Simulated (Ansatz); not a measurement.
# C2H6BFO2: from a rough start to a stationary point

The task is to find a stationary geometry of C2H6BFO2, then compute its harmonic vibrations to see whether it is a minimum and to get the zero-point energy and entropy, and look at its orbitals and charge.

Program: Ansatz 0.2.0, Gaussian basis. Level of theory: RKS PBE0-D4/def2-TZVP. These are calculated values, not measurements.

Plan: relaxation at PBE-D4/def2-SVP; relaxation at PBE0-D4/def2-TZVP; harmonic vibrations at the same level; a single point in def2-TZVPP for the fields.

### Step 1. Where the work starts

SMILES `BC(O)(F)OC`, 12 atoms, charge 0, spin multiplicity 1.

Atoms are counted from 1 here; the program's logs count them from 0.

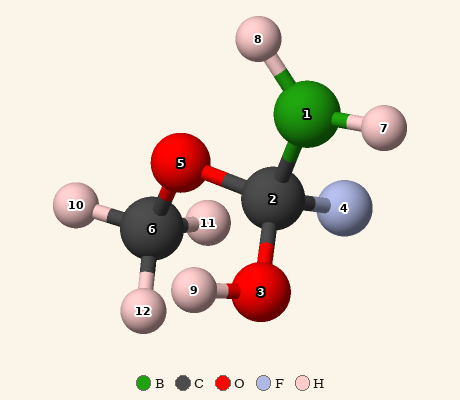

The starting geometry (boron green, carbon dark grey, oxygen red, fluorine light blue, hydrogen pink); atoms are numbered from 1 in the order of the file.

Coordinates:

```xyz
12
C2H6BFO2
B    -0.45160   -1.86520   -0.68030
C    -0.44350   -0.40840    0.03940
O    -0.30740   -0.60480    1.40860
F    -1.57900    0.23690   -0.19400
O     0.63940    0.33330   -0.52100
C     0.61800    1.68590   -0.02900
H    -1.30710   -2.60090   -0.39170
H     0.32490   -2.08000   -1.53650
H     0.66590   -0.88750    1.61250
H     1.53220    2.18770   -0.36840
H    -0.26840    2.22540   -0.40600
H     0.65350    1.72250    1.10040
```

The start is a force-field geometry with small random shifts, so a cheaper pass at PBE-D4/def2-SVP comes first.

### Step 2. Geometry optimisation, PBE-D4/def2-SVP (cheap first pass)

The input, in.yaml:

```yaml
crystal:
  periodic: [false, false, false]
  atoms:
    - {symbol: B, position_ang: [-0.451600, -1.865200, -0.680300]}
    - {symbol: C, position_ang: [-0.443500, -0.408400, 0.039400]}
    - {symbol: O, position_ang: [-0.307400, -0.604800, 1.408600]}
    - {symbol: F, position_ang: [-1.579000, 0.236900, -0.194000]}
    - {symbol: O, position_ang: [0.639400, 0.333300, -0.521000]}
    - {symbol: C, position_ang: [0.618000, 1.685900, -0.029000]}
    - {symbol: H, position_ang: [-1.307100, -2.600900, -0.391700]}
    - {symbol: H, position_ang: [0.324900, -2.080000, -1.536500]}
    - {symbol: H, position_ang: [0.665900, -0.887500, 1.612500]}
    - {symbol: H, position_ang: [1.532200, 2.187700, -0.368400]}
    - {symbol: H, position_ang: [-0.268400, 2.225400, -0.406000]}
    - {symbol: H, position_ang: [0.653500, 1.722500, 1.100400]}
basis:
  gaussian: {orbitals: def2-SVP}
hamiltonian: {xc: pbe, dispersion: d4}
relax: {f_tol: 0.03, max_steps: 200}
```

Run with:

```bash
ansatz run in.yaml --threads 4 --pin off --events-out ev --progress --plain --max-ram 10444MiB
```

Standard output (excerpt; [...] marks lines left out):

```text
Functional definition: PBE
  name "PBE"
  cite "Perdew, Burke & Ernzerhof, Phys. Rev. Lett. 77, 3865 (1996) doi:10.1103/PhysRevLett.77.3865"
  parent pbe
[...]
1252 factors; their error is unknown
[...]
mean field -9639.21648362 eV, -354.2346720774 hartree, gradient 4.7e-5 eV, S^2 0.000000; 0 other end points of the search recorded, 0 dependent functions left out
[...]
reference -9639.21651816 eV, -354.2346733466 hartree; 24, 24 occupied and 90, 90 virtual orbitals, 1252 factors
relax step   1: F+E_penalty+E_count = -9639.42733610 eV  Δ(F+E_penalty+E_count) = +0.000e0 eV  max|allowed force component| = 2.532e0 eV/Å  Δτ_max = 0.0000 Å  (30 SCF iters, accepted)
[...]
relax step   6: F+E_penalty+E_count = -9639.88211964 eV  Δ(F+E_penalty+E_count) = -2.521e-2 eV  max|allowed force component| = 3.625e-1 eV/Å  Δτ_max = 0.1343 Å  (29 SCF iters, accepted)
[...]
relax step  11: F+E_penalty+E_count = -9640.05503551 eV  Δ(F+E_penalty+E_count) = -4.168e-2 eV  max|allowed force component| = 7.413e-1 eV/Å  Δτ_max = 0.0951 Å  (31 SCF iters, accepted)
[...]
relax step  16: F+E_penalty+E_count = -9640.13688300 eV  Δ(F+E_penalty+E_count) = +1.243e-3 eV  max|allowed force component| = 5.180e-1 eV/Å  Δτ_max = 0.1954 Å  (37 SCF iters, rejected (line search))
[...]
1252 factors; their error is unknown
[...]
mean field -9639.96899168 eV, -354.2623262385 hartree, gradient 1.4e-5 eV, S^2 0.000000; 1 other end points of the search recorded, 0 dependent functions left out
[...]
reference -9639.96902910 eV, -354.2623276139 hartree; 24, 24 occupied and 90, 90 virtual orbitals, 1252 factors
Total energy: -9640.17138290 eV, -354.2697639787 hartree
Atom 0 at    -0.398276    -1.813989    -0.280753 Å, force     0.005797    -0.011475     0.007967 eV/Å
Atom 1 at    -0.447222    -0.212499    -0.370727 Å, force     0.007919     0.007807     0.020918 eV/Å
Atom 2 at    -0.181131    -1.639858     1.213319 Å, force     0.000259     0.005623    -0.004639 eV/Å
Atom 3 at    -1.532704     0.449084     0.001096 Å, force     0.005865     0.002383    -0.003651 eV/Å
Atom 4 at     0.590182     0.559951    -0.502516 Å, force    -0.014088    -0.013076    -0.020179 eV/Å
Atom 5 at     0.549258     1.944693    -0.068945 Å, force     0.001111     0.002822     0.012856 eV/Å
Atom 6 at    -1.498776    -2.293319    -0.520441 Å, force    -0.007191    -0.000855    -0.008821 eV/Å
Atom 7 at     0.547323    -2.288509    -0.907119 Å, force    -0.000887     0.002507    -0.000768 eV/Å
Atom 8 at     0.781345    -1.601908     1.364359 Å, force     0.003787    -0.001456     0.000797 eV/Å
Atom 9 at     1.508839     2.381734    -0.392536 Å, force    -0.000922    -0.000432     0.004723 eV/Å
Atom 10 at    -0.300129     2.476538    -0.536129 Å, force     0.001392     0.002597    -0.004681 eV/Å
Atom 11 at     0.458190     1.982982     1.034392 Å, force    -0.003043     0.003556    -0.004522 eV/Å
Dipole moment:     0.444563     1.131096     0.067607 e Å
```

Run time: 30 s. Hardware: 4 threads of Arm Neoverse V2, shared host.

Along the way: (the energy doesn't fall at every step)

```
step  energy from step 1 (eV)  largest force component (eV/Å)
   1                   0.0000                          2.5324
   2                  -0.2428                          1.3120
   3                  -0.3315                          0.6765
   4                  -0.3790                          0.6059
   5                  -0.4296                          0.2349
   6                  -0.4548                          0.3625
   7                  -0.4825                          0.4648
   8                  -0.5149                          0.5123
   9                  -0.5519                          0.6014
  10                  -0.5860                          0.7297
  11                  -0.6277                          0.7413
  12                  -0.6373                          0.7061
  13                  -0.6611                          0.3724
  14                  -0.6817                          0.5892
  15                  -0.7108                          0.3922
  16                  -0.7095                          0.5180
  17                  -0.7206                          0.3629
  18                  -0.7358                          0.1360
  19                  -0.7386                          0.1280
  20                  -0.7415                          0.1137
  21                  -0.7432                          0.0598
  22                  -0.7437                          0.0448
  23                  -0.7440                          0.0209
```

Close pairs (by a distance rule), those that changed most:

```
  bond  before (Å)  after (Å)  change (Å)
 B1–O3       2.444      1.520      -0.924
 C2–O3       1.390      2.149      +0.759
 C2–O5       1.427      1.300      -0.127
 B1–H7       1.165      1.224      +0.059
 O3–H9       1.034      0.975      -0.059
 B1–H8       1.176      1.229      +0.054
C6–H12       1.131      1.108      -0.023
 B1–C2       1.625      1.605      -0.020
```

### Step 3. Relaxation at PBE0-D4/def2-TZVP

The input, in.yaml:

```yaml
crystal:
  periodic: [false, false, false]
  atoms:
    - {symbol: B, position_ang: [-0.398276, -1.813989, -0.280753]}
    - {symbol: C, position_ang: [-0.447222, -0.212499, -0.370727]}
    - {symbol: O, position_ang: [-0.181131, -1.639858, 1.213319]}
    - {symbol: F, position_ang: [-1.532704, 0.449084, 0.001096]}
    - {symbol: O, position_ang: [0.590182, 0.559951, -0.502516]}
    - {symbol: C, position_ang: [0.549258, 1.944693, -0.068945]}
    - {symbol: H, position_ang: [-1.498776, -2.293319, -0.520441]}
    - {symbol: H, position_ang: [0.547323, -2.288509, -0.907119]}
    - {symbol: H, position_ang: [0.781345, -1.601908, 1.364359]}
    - {symbol: H, position_ang: [1.508839, 2.381734, -0.392536]}
    - {symbol: H, position_ang: [-0.300129, 2.476538, -0.536129]}
    - {symbol: H, position_ang: [0.458190, 1.982982, 1.034392]}
basis:
  gaussian: {orbitals: def2-TZVP}
hamiltonian: {xc: pbe0, dispersion: d4}
relax: {f_tol: 0.005, max_steps: 150}
```

The command is unchanged.

Standard output (excerpt; [...] marks lines left out):

```text
Functional definition: PBE0
  name "PBE0"
  cite "Adamo & Barone, J. Chem. Phys. 110, 6158 (1999) doi:10.1063/1.478522"
  cite "Perdew, Burke & Ernzerhof, Phys. Rev. Lett. 77, 3865 (1996) doi:10.1103/PhysRevLett.77.3865"
  parent pbe
[...]
1251 factors; their error is unknown
[...]
mean field -9651.47933359 eV, -354.6853235019 hartree, gradient 5.5e-5 eV, S^2 0.000000; 0 other end points of the search recorded, 0 dependent functions left out
[...]
reference -9651.47936570 eV, -354.6853246816 hartree; 24, 24 occupied and 198, 198 virtual orbitals, 1251 factors
relax step   1: F+E_penalty+E_count = -9651.64863447 eV  Δ(F+E_penalty+E_count) = +0.000e0 eV  max|allowed force component| = 1.006e0 eV/Å  Δτ_max = 0.0000 Å  (30 SCF iters, accepted)
[...]
Atom 2 at    -0.157810    -1.764181     1.226537 Å, force    -0.000756    -0.000028    -0.001000 eV/Å
Atom 3 at    -1.485433     0.465575     0.124805 Å, force     0.000884    -0.000549    -0.000365 eV/Å
Atom 4 at     0.571001     0.583817    -0.489713 Å, force    -0.000946    -0.001592     0.001370 eV/Å
Atom 5 at     0.527307     1.979355    -0.116602 Å, force    -0.000124    -0.000619    -0.000857 eV/Å
Atom 6 at    -1.470929    -2.234035    -0.546314 Å, force    -0.000454     0.000595    -0.000156 eV/Å
Atom 7 at     0.535179    -2.194429    -0.914907 Å, force     0.000296     0.000282    -0.000229 eV/Å
Atom 8 at     0.781374    -1.853751     1.398144 Å, force     0.000586    -0.000002     0.000024 eV/Å
Atom 9 at     1.512480     2.365123    -0.359190 Å, force     0.000507     0.000272    -0.000335 eV/Å
Atom 10 at    -0.241285     2.494301    -0.689891 Å, force    -0.000733     0.000509    -0.000185 eV/Å
Atom 11 at     0.328192     2.065399     0.950400 Å, force     0.000073     0.000004     0.000879 eV/Å
Dipole moment:     0.453628     1.225789    -0.048707 e Å
```

Run time: 45 s. Hardware: 4 threads of Arm Neoverse V2, shared host.

The steps of the relaxation:

```
step  energy from step 1 (eV)  largest force component (eV/Å)
   1                   0.0000                          1.0062
   2                  -0.0545                          0.4115
   3                  -0.0629                          0.1946
   4                  -0.0656                          0.0902
   5                  -0.0669                          0.0740
   6                  -0.0692                          0.0654
   7                  -0.0697                          0.0360
   8                  -0.0701                          0.0176
   9                  -0.0701                          0.0356
  10                  -0.0701                          0.0136
  11                  -0.0701                          0.0127
  12                  -0.0701                          0.0016
```

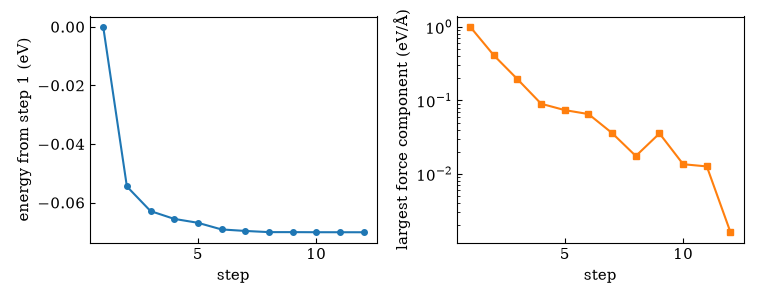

Energy and force, step by step.

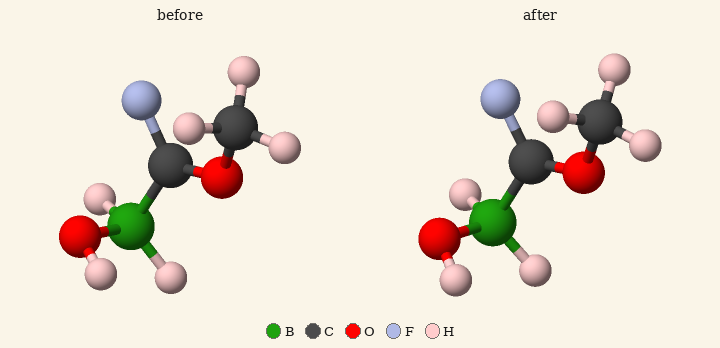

The geometry before (left) and after (right).

Close pairs (by a distance rule), those that changed most:

```
  bond  before (Å)  after (Å)  change (Å)
 B1–O3       1.520      1.492      -0.027
 C2–O5       1.300      1.274      -0.026
 C2–F4       1.324      1.304      -0.020
C6–H12       1.108      1.089      -0.019
 B1–H8       1.229      1.212      -0.018
C6–H10       1.103      1.085      -0.017
C6–H11       1.106      1.088      -0.017
 O3–H9       0.975      0.959      -0.016
```

Mulliken charges of the relaxed molecule (report file):

```
atom  value (e)
  B1      -0.11
  C2       0.39
  O3      -0.51
  F4      -0.11
  O5      -0.12
  C6      -0.25
  H7      -0.05
  H8      -0.04
  H9       0.31
 H10       0.16
 H11       0.16
 H12       0.17
```

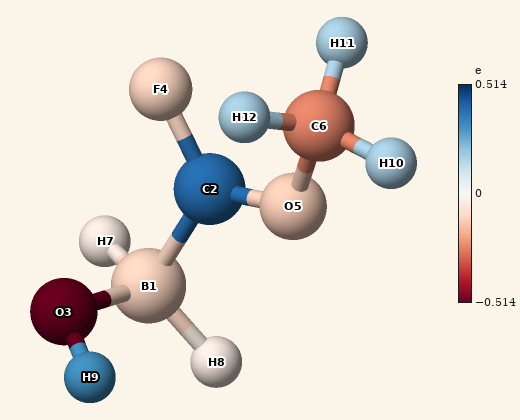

Mulliken charges of the relaxed molecule (report file), as colours on the atoms.

### Step 4. Force constants and modes

The input, in.yaml:

```yaml
crystal:
  periodic: [false, false, false]
  atoms:
    - {symbol: B, position_ang: [-0.389595, -1.785047, -0.247658]}
    - {symbol: C, position_ang: [-0.433582, -0.177227, -0.301611]}
    - {symbol: O, position_ang: [-0.157810, -1.764181, 1.226537]}
    - {symbol: F, position_ang: [-1.485433, 0.465575, 0.124805]}
    - {symbol: O, position_ang: [0.571001, 0.583817, -0.489713]}
    - {symbol: C, position_ang: [0.527307, 1.979355, -0.116602]}
    - {symbol: H, position_ang: [-1.470929, -2.234035, -0.546314]}
    - {symbol: H, position_ang: [0.535179, -2.194429, -0.914907]}
    - {symbol: H, position_ang: [0.781374, -1.853751, 1.398144]}
    - {symbol: H, position_ang: [1.512480, 2.365123, -0.359190]}
    - {symbol: H, position_ang: [-0.241285, 2.494301, -0.689891]}
    - {symbol: H, position_ang: [0.328192, 2.065399, 0.950400]}
basis:
  gaussian: {orbitals: def2-TZVP}
hamiltonian: {xc: pbe0, dispersion: d4}
phonons: {temperatures: {t_min: 298.15, t_max: 900, t_step: 200}}
```

The command is unchanged.

Standard output (excerpt; [...] marks lines left out):

```text
Functional definition: PBE0
  name "PBE0"
  cite "Adamo & Barone, J. Chem. Phys. 110, 6158 (1999) doi:10.1063/1.478522"
  cite "Perdew, Burke & Ernzerhof, Phys. Rev. Lett. 77, 3865 (1996) doi:10.1103/PhysRevLett.77.3865"
  parent pbe
[...]
1251 factors; their error is unknown
[...]
mean field -9651.55088745 eV, -354.6879530575 hartree, gradient 1.1e-5 eV, S^2 0.000000; 0 other end points of the search recorded, 0 dependent functions left out
[...]
reference -9651.55091964 eV, -354.6879542407 hartree; 24, 24 occupied and 198, 198 virtual orbitals, 1251 factors
[...]
1251 factors; their error is unknown
mean field -9651.55075511 eV, -354.6879481943 hartree, gradient 1.3e-6 eV, S^2 0.000000; 0 other end points of the search recorded, 0 dependent functions left out
[...]
reference -9651.55078731 eV, -354.6879493774 hartree; 24, 24 occupied and 198, 198 virtual orbitals, 1251 factors
[...]
Atom 5 at     0.527307     1.979355    -0.116602 Å, force    -0.000158    -0.000802    -0.000894 eV/Å
Atom 6 at    -1.470929    -2.234035    -0.546314 Å, force    -0.000471     0.000651    -0.000117 eV/Å
Atom 7 at     0.535179    -2.194429    -0.914907 Å, force     0.000271     0.000337    -0.000260 eV/Å
Atom 8 at     0.781374    -1.853751     1.398144 Å, force     0.000572    -0.000016     0.000039 eV/Å
Atom 9 at     1.512480     2.365123    -0.359190 Å, force     0.000538     0.000284    -0.000338 eV/Å
Atom 10 at    -0.241285     2.494301    -0.689891 Å, force    -0.000726     0.000508    -0.000194 eV/Å
Atom 11 at     0.328192     2.065399     0.950400 Å, force     0.000051    -0.000066     0.000870 eV/Å
Dipole moment:     0.453633     1.225792    -0.048705 e Å
Vibrations: 65.34 119.67 147.67 228.05 254.20 346.00 410.74 544.76 692.96 806.66 809.81 902.69 924.89 988.40 1098.54 1139.94 1164.09 1193.67 1198.02 1297.43 1418.15 1481.03 1488.93 1540.87 2474.13 2529.67 3088.77 3182.64 3210.10 3894.73 cm⁻¹, zero-point energy 2.395533 eV
```

Wall time 3.1 min (4 threads of Arm Neoverse V2, shared host).

Motions are named by where the mode's potential energy lies. Wavenumbers, unscaled:

```
mode  cm⁻¹                  motion
   1    65       torsion with bend
   2   120                 torsion
   3   148                 torsion
   4   228       torsion with bend
   5   254                    bend
   6   346                    bend
   7   411                 torsion
   8   545   B–C stretch with bend
   9   693  wag or twist with bend
  10   807      mixed, led by bend
  11   810  bend with wag or twist
  12   903                    bend
  13   925             B–O stretch
  14   988             C–O stretch
  15  1099  bend with wag or twist
  16  1140                    bend
  17  1164                    bend
  18  1194                    bend
  19  1198                    bend
  20  1297   C–F stretch with bend
  21  1418   bend with C–O stretch
  22  1481                    bend
  23  1489                    bend
  24  1541   C–O stretch with bend
  25  2474             B–H stretch
  26  2530             B–H stretch
  27  3089             C–H stretch
  28  3183             C–H stretch
  29  3210             C–H stretch
  30  3895             O–H stretch
```

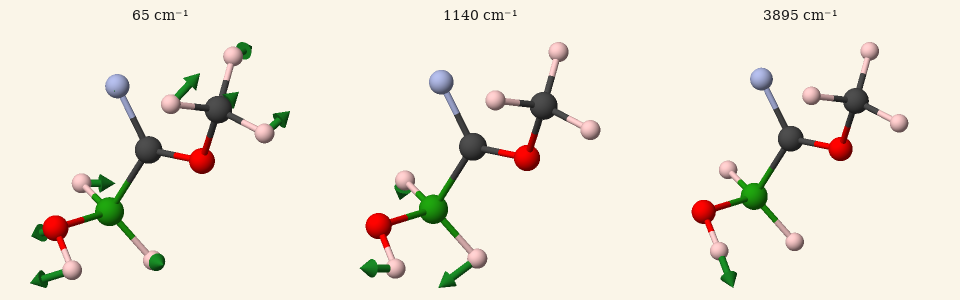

How the atoms move in 3 of the modes.

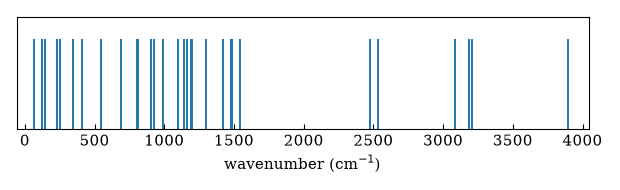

The harmonic wavenumbers as sticks (no intensities were computed).

From these modes and the moments of inertia (298.15 K, 1 bar, symmetry number 1):

```
                term            value
   zero-point energy    55.2 kcal/mol
          H(298) − E    60.5 kcal/mol
entropy, translation  165.2 J/(mol K)
   entropy, rotation  111.4 J/(mol K)
  entropy, vibration   74.3 J/(mol K)
      entropy, total  351.0 J/(mol K)
```

### Step 5. Fields at the relaxed geometry

in.yaml: that of step 4 with these lines changed.

```diff
@@ -16,4 +16,4 @@
 basis:
-  gaussian: {orbitals: def2-TZVP}
+  gaussian: {orbitals: def2-TZVPP}
 hamiltonian: {xc: pbe0, dispersion: d4}
-phonons: {temperatures: {t_min: 298.15, t_max: 900, t_step: 200}}
+output: {orbitals: {seedname: orbitals}}
```

The command is unchanged.

Standard output:

```text
Functional definition: PBE0
  name "PBE0"
  cite "Adamo & Barone, J. Chem. Phys. 110, 6158 (1999) doi:10.1063/1.478522"
  cite "Perdew, Burke & Ernzerhof, Phys. Rev. Lett. 77, 3865 (1996) doi:10.1103/PhysRevLett.77.3865"
  parent pbe
  parameter a = 0.25
  parameter kappa = 0.804
  parameter beta = 0.06672455060314922
  exchange = (1 - a)*pbe_x(kappa = kappa, mu = beta*pi^2/3) + a*exact_x
  correlation = pbe_c(beta = beta)
1341 factors; their error is unknown
mean field evaluation 1: about -9644.1541 eV, gradient 6.3e1 eV
mean field evaluation 2: about -9621.1745 eV, gradient 1.2e2 eV
mean field evaluation 4: about -9651.5237 eV, gradient 7.4e0 eV
mean field evaluation 8: about -9651.6154 eV, gradient 3.4e-1 eV
mean field evaluation 16: about -9651.6314 eV, gradient 3.8e-4 eV
mean field -9651.63143283 eV, -354.6909130458 hartree, gradient 3.9e-5 eV, S^2 0.000000; 0 other end points of the search recorded, 0 dependent functions left out
reference -9651.63146505 eV, -354.6909142297 hartree; 24, 24 occupied and 246, 246 virtual orbitals, 1341 factors
Total energy: -9651.79934886 eV, -354.6970838460 hartree
```

Wall time 3.1 s (4 threads of Arm Neoverse V2, shared host); peak memory 0.63 GiB.

Orbitals, density, ELF and potential are computed afterwards from the orbital file.

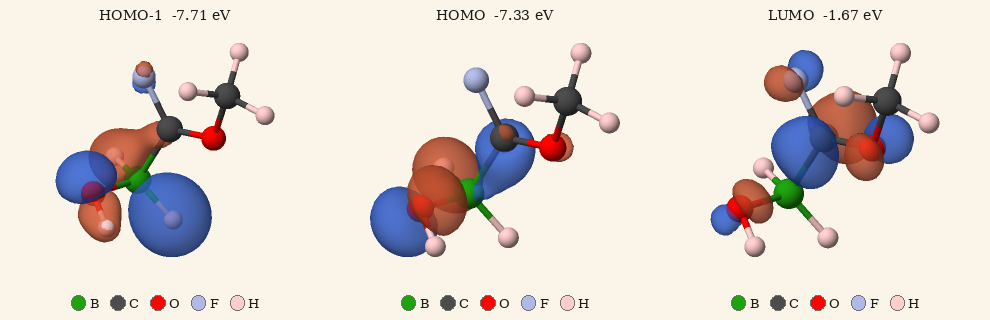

Frontier orbitals at PBE0-D4/def2-TZVPP; each surface holds 70 % of the orbital's density, blue and red mark the sign.

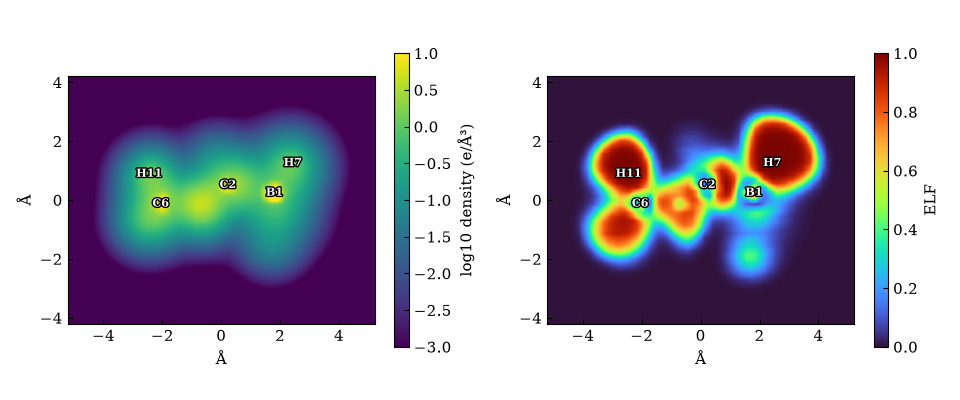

Density (left) and ELF (right) in a plane through or near 5 of the atoms.

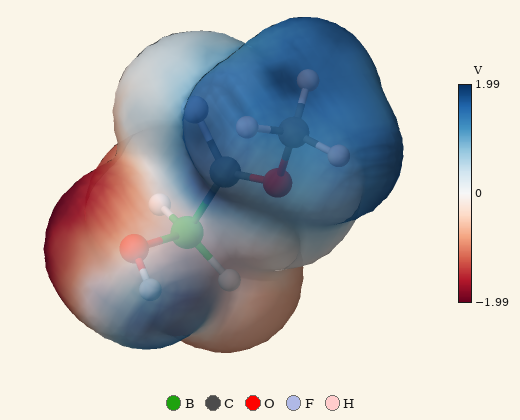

Electrostatic potential on the surface of density 0.002 e/bohr³; red is low, blue high. It runs from -1.99 V near O3 to 1.84 V near H12.

### Step 6. What came out

| quantity | value |
| --- | --- |
| point group | C1 |
| steps | 23 + 12 |
| shift from the start (rms) | 0.586 Å |
| total energy | -9651.7188 eV |
| dispersion term | -168 meV |
| dipole moment | 6.28 D |
| lowest, highest wavenumber | 65, 3895 cm⁻¹ |
| zero-point energy | 55.2 kcal/mol |
| entropy at 298.15 K | 351.0 J/(mol K) |
| HOMO, LUMO | -7.33, -1.67 eV |

The atoms moved 0.59 Å (rms) from the start; the bond that changed most is B1–O3, from 2.444 to 1.492 Å. The bonds at the end are not those of the start, so the run found another structure. No mode is imaginary: a true minimum at this level. The stiffest mode, 3895 cm⁻¹, is an O–H stretch, and 3 modes under 200 cm⁻¹ make the vibrational entropy uncertain. Harmonic hybrid wavenumbers usually lie a few per cent above measured fundamentals. The largest Mulliken charge, -0.51 e, sits on O3. The HOMO lies mostly on O3 48 %; H7 22 % and the LUMO on C2 56 %; O5 15 %.
